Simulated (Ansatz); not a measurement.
# InH2F (SMILES [F][InH2]): levels of theory compared

Aim: a comparison of 6 runs (r2SCAN/STO-3G, revPBE/STO-3G, CCSDT/STO-3G, CCSDTQ/STO-3G, CCSD/STO-3G, CCSD(T)/STO-3G) of InH2F. 

Program for the calculation: Ansatz 0.2.0.

57 further runs of the same task are left out: 3 that didn't finish, 54 set aside as unsound or not needed.

## Step 1: The system as given

InH2F: 4 atoms, total charge 0, spin state singlet. As SMILES, `[F][InH2]`. The In2–F1 distance was set to 4.903 Å, away from the relaxed value. At this shape a bond of the SMILES string is far longer than usual.

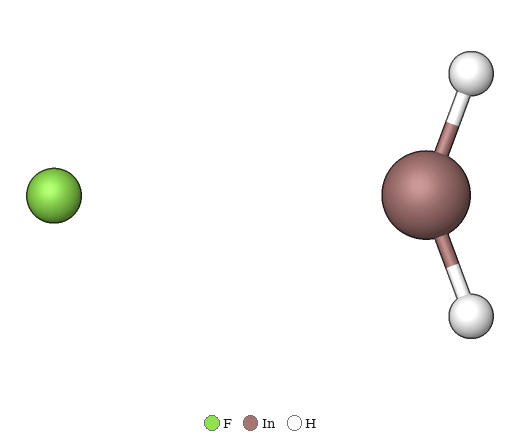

The structure, seen from a chosen angle (fluorine green, indium brown, hydrogen white).

## Step 2: The energy at r2SCAN/STO-3G (run 1)

job.yaml

```yaml
crystal:
  periodic: [false, false, false]
  atoms:
    - {symbol: F, position_ang: [-4.371059, -1.651935, 0.510945]}
    - {symbol: In, position_ang: [0.194400, 0.052300, -0.026300]}
    - {symbol: H, position_ang: [1.304300, -0.965100, 0.767900]}
    - {symbol: H, position_ang: [0.188600, 1.481900, -0.950400]}
basis:
  gaussian:
    orbitals: STO-3G
hamiltonian:
  xc: r2scan
accuracy: high
```

Launch:

```console
$ ansatz run job.yaml --threads 1 --pin off --max-ram 2610MiB --events-out events.jsonl --progress --plain --runs-dir runs
```

What it wrote:

```text
Warning: RAYON_NUM_THREADS=1 ignored (pool sized by the plan → 1); use --threads N
Functional definition: r2SCAN
  name "r2SCAN"
  parameter k0 = 0.174
  parameter k1 = 0.065
  parameter a1 = 4.9479
  exchange = r2scan_x(k0 = k0, k1 = k1, a1 = a1)
  correlation = r2scan_c
570 factors; integrals over basis functions are off by at most 3.3e-8 eV
mean field evaluation 1: about -157387.7373 eV, gradient 3.0e1 eV
mean field evaluation 2: about -157035.3056 eV, gradient 1.4e1 eV
mean field evaluation 4: about -157246.8708 eV, gradient 1.3e2 eV
mean field evaluation 8: about -157398.7658 eV, gradient 1.8e1 eV
mean field evaluation 16: about -157399.8827 eV, gradient 7.4e-3 eV
mean field evaluation 32: about -157395.1345 eV, gradient 2.9e1 eV
mean field evaluation 64: about -157398.6557 eV, gradient 1.7e1 eV
mean field evaluation 96: about -157399.8197 eV, gradient 6.6e-2 eV
mean field -157399.88273923 eV, -5784.3390011943 hartree, gradient 1.6e-8 eV, S^2 0.000000; 8 other end points of the search recorded, 0 dependent functions left out
reference -157399.88273961 eV, -5784.3390012081 hartree; 30, 30 occupied and 4, 4 virtual orbitals, 570 factors
Total energy: -157399.88273961 eV, -5784.3390012081 hartree
```

It took 17 s on 1 thread of Arm Neoverse V2, shared host; peak memory 0.14 GiB.

## Step 3: The energy at revPBE/STO-3G (run 2)

job.yaml: that of step 2 with these lines changed.

```diff
@@ -11,3 +11,3 @@
 hamiltonian:
-  xc: r2scan
+  xc: {name: revPBE}
 accuracy: high
```

Launch:

```console
$ ansatz run job.yaml --threads 1 --pin off --max-ram 2610MiB --events-out events.jsonl --progress --plain --runs-dir runs
```

What it wrote, shortened:

```text
Warning: RAYON_NUM_THREADS=1 ignored (pool sized by the plan → 1); use --threads N
Functional definition: revPBE
  name "revPBE"
[...]
570 factors; integrals over basis functions are off by at most 3.3e-8 eV
[...]
mean field -157386.14899681 eV, -5783.8342954694 hartree, gradient 7.2e-9 eV, S^2 0.000000; 5 other end points of the search recorded, 0 dependent functions left out
reference -157386.14899907 eV, -5783.8342955524 hartree; 30, 30 occupied and 4, 4 virtual orbitals, 570 factors
Total energy: -157386.14899907 eV, -5783.8342955524 hartree
```

Run time: 8.1 s. Hardware: 1 thread of Arm Neoverse V2, shared host; peak memory 0.099 GiB.

Runs 3 to 5 aren't shown in full; the table further down has their settings and results.

## Step 4: The energy at CCSD(T)/STO-3G (run 6)

input.yaml

```yaml
crystal:
  periodic: [false, false, false]
  atoms:
    - {symbol: F, position_ang: [-4.371059, -1.651935, 0.510945]}
    - {symbol: In, position_ang: [0.194400, 0.052300, -0.026300]}
    - {symbol: H, position_ang: [1.304300, -0.965100, 0.767900]}
    - {symbol: H, position_ang: [0.188600, 1.481900, -0.950400]}
basis:
  gaussian: {orbitals: STO-3G}
correlation: {method: ccsd_t, frozen_orbitals: {F: 1, H: 0, In: 18}}
accuracy: high
scf: {omitted_lower_state_checks: [cluster_reference, increment]}
```

Launch:

```console
$ ansatz run input.yaml --threads 1 --pin off --max-ram 2610MiB --events-out events.jsonl --progress --plain --runs-dir runs
```

What it wrote:

```text
Warning: RAYON_NUM_THREADS=1 ignored (pool sized by the plan → 1); use --threads N
[... 13 lines left out ...]
19 core orbitals not correlated: weight in the atoms' cores, before any rotation towards them, 1.000 or more for the frozen orbitals, at most 0.000 for the correlated occupied ones
[... 65 lines left out ...]
WARN: these amplitudes may be one of several solutions (largest doubles amplitude 1.10, level shift 17.05 eV)
Total energy: -157335.88539360 eV, -5781.9871421213 hartree
Checks for a lower state left out: cluster_reference, increment
```

Wall time 0.78 s (1 thread of Arm Neoverse V2, shared host).

## Step 5: The series

| run | level | frozen core orbitals | energy (Eh) | wall time |
| --- | --- | --- | --- | --- |
| 1 | r2SCAN/STO-3G | – | -5784.339001 | 17 s |
| 2 | revPBE/STO-3G | – | -5783.834296 | 8.1 s |
| 3 | CCSDT/STO-3G | 19 | -5781.982326 | 1.8 s |
| 4 | CCSDTQ/STO-3G | 19 | -5781.982536 | 73 s |
| 5 | CCSD/STO-3G | 19 | -5781.976265 | 0.76 s |
| 6 | CCSD(T)/STO-3G | 19 | -5781.987142 | 0.78 s |

## Step 6: Summary of results

```
                                           quantity           value
                                run 6: total energy  -5781.98714 Eh
run 6: correlation energy (19 core orbitals frozen)      -294.5 mEh
                              run 6: (T) correction      -10.88 mEh
                               run 6: T1 diagnostic           0.074
```

In words: Totals of different functionals can't be ranked against each other. In runs 5, 6 the T1 diagnostic is large, so a single reference may not serve. In runs 3, 4, 5, 6 the log says that unrestricted orbitals would lower the reference, so the values rest on an unstable closed-shell determinant (other closed-shell runs at this shape may share the fault). In runs 1, 2, 3, 4, 5, 6 the basis is minimal, so the values are rough. In runs 1, 2, 3, 4, 5, 6 relativity is left out where basis or elements ask for it. All runs together took 1.7 min, the longest 73 s.
